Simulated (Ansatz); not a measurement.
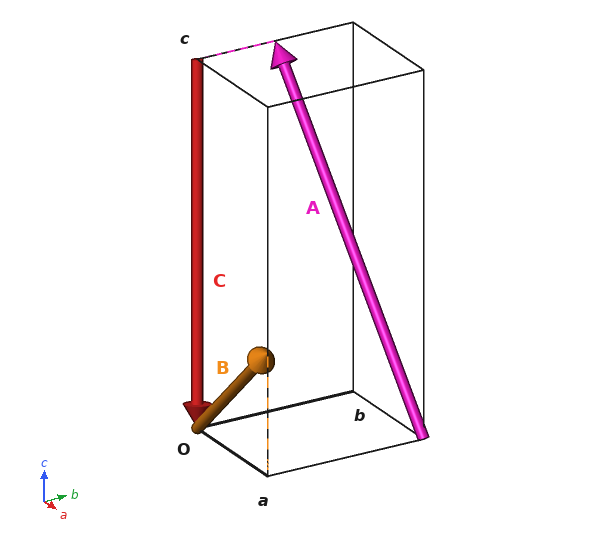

Crystal: GaN, the end point of a relaxation with Ansatz, DFT PBE+D3(BJ), scalar-relativistic, plane waves, PAW. Each arrow starts at a corner of the unit cell and ends on its surface; where a tip isn't a corner, dashed lines run from it parallel to the axes. Geometry calculated from the standardised cell; symmetry tolerance 0.002 Å.

a = 3.197 Å, b = 3.197 Å, c = 5.209 Å, α = 90.00°, β = 90.00°, γ = 120.00°.

Give [uvw] of each arrow.

Answer. Arrow A runs from (1, 1, 0) to (0, 1/2, 1), so [−2 −1 2], in four indices [−1 0 1 2]; Arrow B runs from (0, 0, 0) to (1, 0, 1/3), so [3 0 1], in four indices [2 −1 −1 1]; Arrow C runs from (0, 0, 1) to (0, 0, 0), so [0 0 −1], in four indices [0 0 0 −1].

How long is the vector ua + vb + wc in each case, and what angles do the directions make?

Answer. A 11.797 Å; B 10.913 Å; C 5.209 Å. A–B: 86.3°. A–C: 152.0°. B–C: 118.5°.
